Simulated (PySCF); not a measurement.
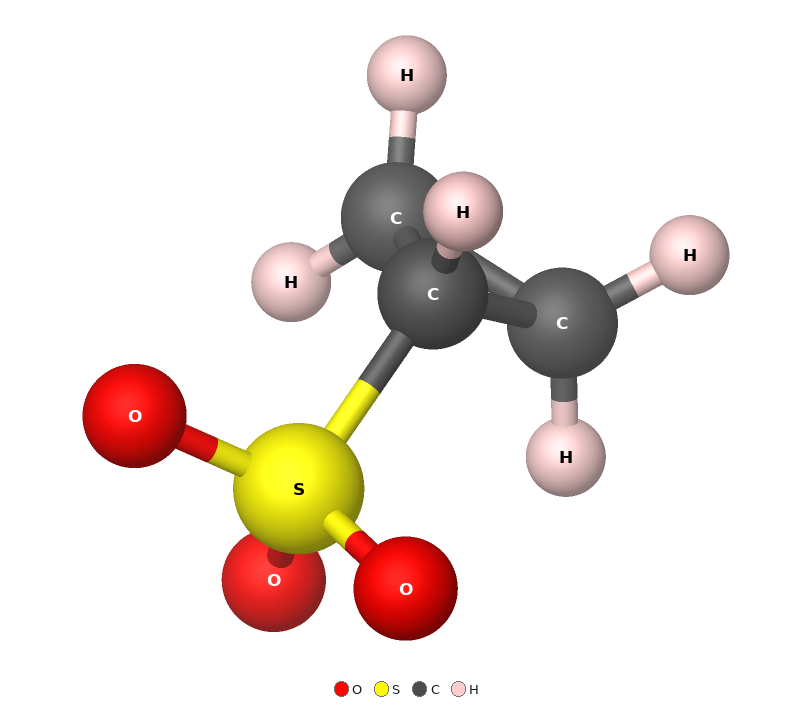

Every bond is drawn as one stick, whatever its order.

Charge −1, singlet. Computed geometry: GFN2-xTB optimisation. No frequency run is at hand to confirm it as a minimum.

Identify the structure.

The species is C3H5O3S(-). As SMILES it reads `O=S(=O)([O-])C1CC1`. Independent rings (smallest set): 1 of 3 members. This geometry has Cs symmetry. Coordination, clear cases only: 1 S tetrahedral.

The parts below concern this one geometry. Atoms keep their numbers from picture to picture.

**Geometry**

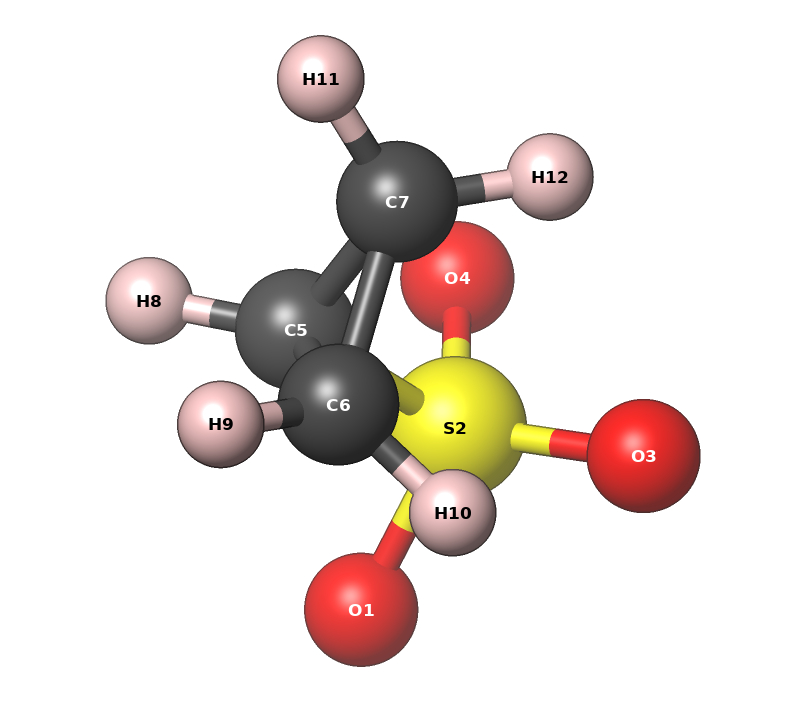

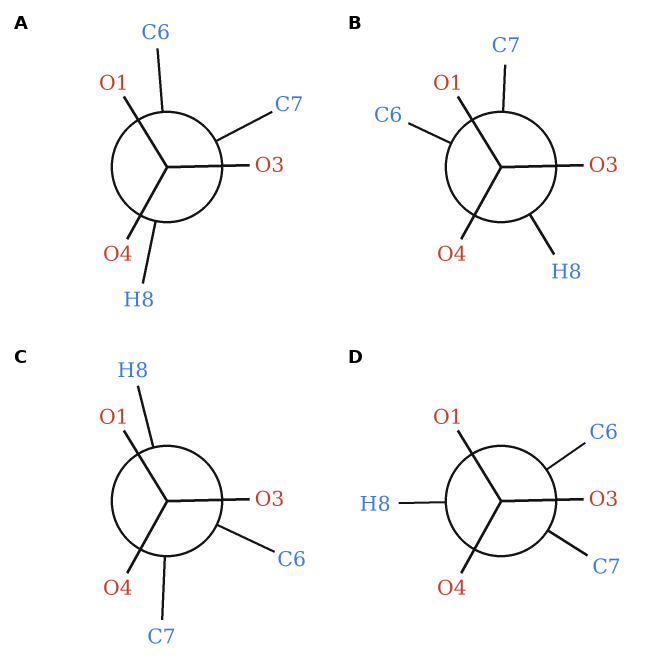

Distant atoms are faded towards the background colour. Bonds that would overlap in a projection are set slightly apart. No frequency run is at hand to confirm it as a minimum.

> Which Newman projection shows the view along S2–C5, with S2 in front?

D. The torsion angle O1–S2–C5–C6 is 87°, about perpendicular.

**Electronic properties**

No frequency run is at hand to confirm it as a minimum. Level of theory: PBE0/pcSseg-1, gas phase (PySCF 2.14.0).

> Give the HOMO energy (Kohn–Sham orbital) at this level.

−1.91 eV.

**NMR shielding**

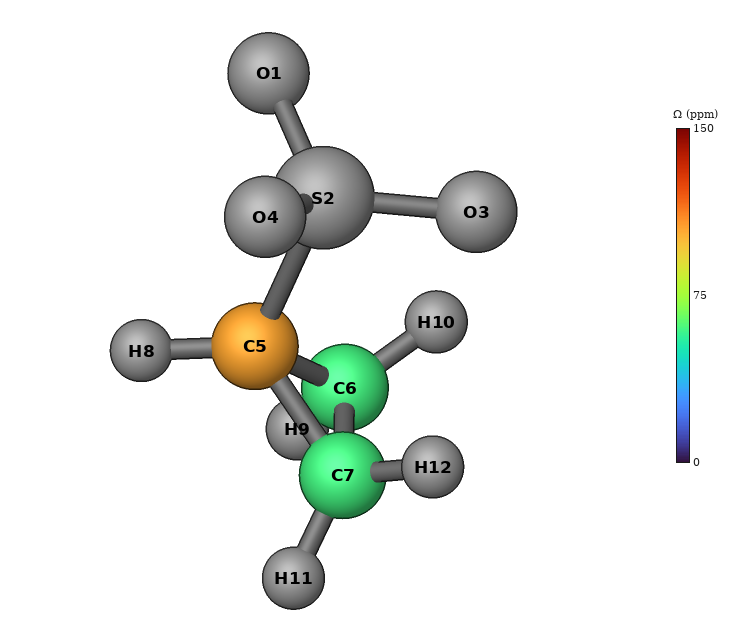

The C atoms are coloured by the span of their shielding tensor. No frequency run is at hand to confirm it as a minimum. Level of theory: GIAO PBE0/pcSseg-1 NMR shielding, non-relativistic, gas phase (PySCF 2.14.0). Principal shieldings σ11 ≤ σ22 ≤ σ33, span Ω = σ33 − σ11, skew κ = 3(σiso − σ22)/Ω.

> Which C atom has the most anisotropic shielding?

C5, with a span of 104 ppm.

Give the shielding tensors of the C atoms.

| atom | σ11 | σ22 | σ33 | σiso | Ω | κ |
| --- | --- | --- | --- | --- | --- | --- |
| C5 | 109.7 | 137.3 | 214.0 | 153.7 | 104.3 | 0.47 |
| C6, C7 | 157.7 | 173.3 | 217.6 | 182.9 | 59.9 | 0.48 |

Shieldings and span in ppm.

**Quadrupole coupling**

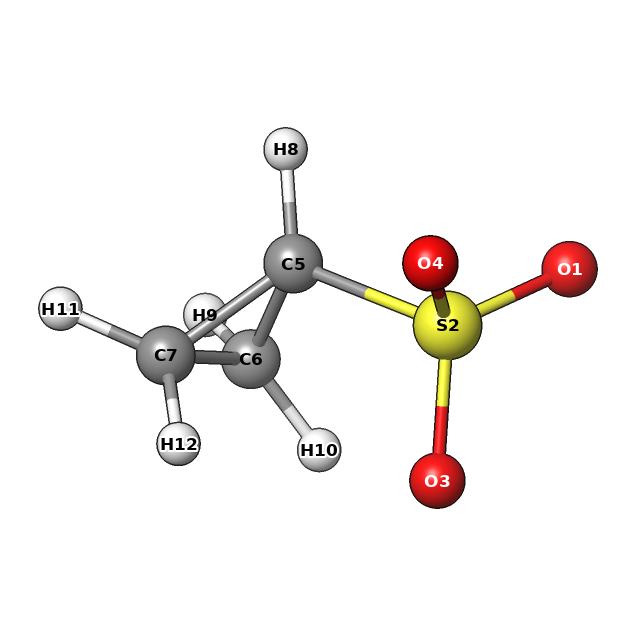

No frequency run is at hand to confirm it as a minimum. Electric field gradients from the ground-state density, PBE0/pcSseg-1 (PySCF 2.14.0), non-relativistic apart from any core potentials.

Give the largest field-gradient component, the quadrupole coupling constant and the asymmetry for 17O at O1 (Q = −25.6 mb), 33S at S2 (Q = −67.81 mb), 17O at O3 (Q = −25.6 mb), 2H at H8 (Q = 2.86 mb), 2H at H9 (Q = 2.86 mb).

```csv
atom,V_zz (a.u.),e²qQ/h (MHz),η
O1,1.410,−8.48,0.18
S2,0.294,−4.69,0.16
O3,1.354,−8.14,0.28
H8,0.340,0.229,0.06
H9,0.332,0.223,0.07
```
